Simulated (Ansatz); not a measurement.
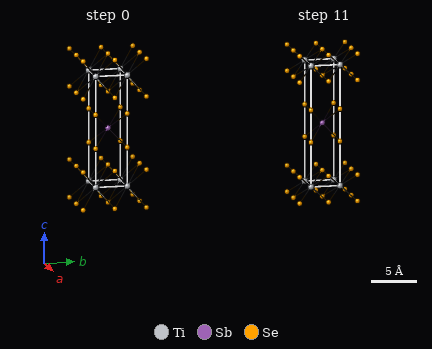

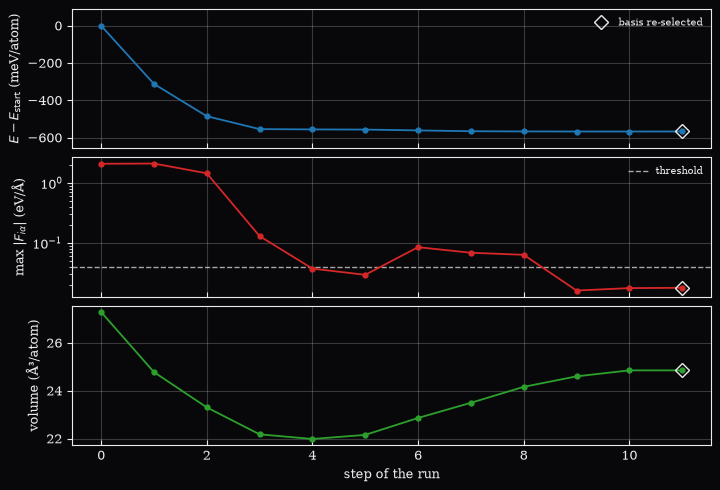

First and last geometry of a relaxation of crystalline TiSbSe4 (a generated structure, set up in P4/mmm) (coarse preliminary run), with the history of the run. The picture is a ball-and-stick view of the cell of the calculation, seen slightly off an axis.

The calculation used DFT PBE, scalar-relativistic, plane waves, PAW in Ansatz 0.2.0. Set-up: plane-wave cutoff 420 eV; k-point mesh 6 × 6 × 2; occupations gaussian; smearing width 0.1 eV; collinear spin; cell and atoms relaxed; force threshold 0.04 eV/Å; at most 70 steps.

Question: What do the curves and the structures tell?

Answer: It converged. The largest moves relative to the cell, 0.85 Å, are those of Se atoms. Sb and Ti stay in place. The volume changes by −8.9 %, with a = b 3.604 → 3.294 Å (−8.6 %), c 12.605 → 13.744 Å (+9.0 %). Near-neighbour distances that change, for instance: Se–Se 4.294 → 2.990 Å, Se–Ti 3.332 → 2.768 Å, Se–Se 3.604 → 3.294 Å, Sb–Se 3.193 → 2.967 Å. Bond angles that change, for instance: Ti–Se–Ti 99.8° → 114.6°, Ti–Se–Ti 65.5° → 73.0°, Sb–Se–Sb 105.9° → 103.4°. The space group stays P4/mmm (No. 123). The energy falls by 567 meV per atom in 10 accepted moves (11 points after the start). Largest force component: 2.1 eV/Å at the start, 0.018 eV/Å at the end. Pressure: −10.51 GPa at the start and 0.08 GPa at the end. The SCF was repeated once at an unchanged geometry on a basis and grid sized afresh for the cell, which shifted the energy by 0.2 meV per atom at most. The run took 12 min on 1 thread of AMD EPYC (Zen 3), with other jobs on the host, peak memory 0.66 GiB.
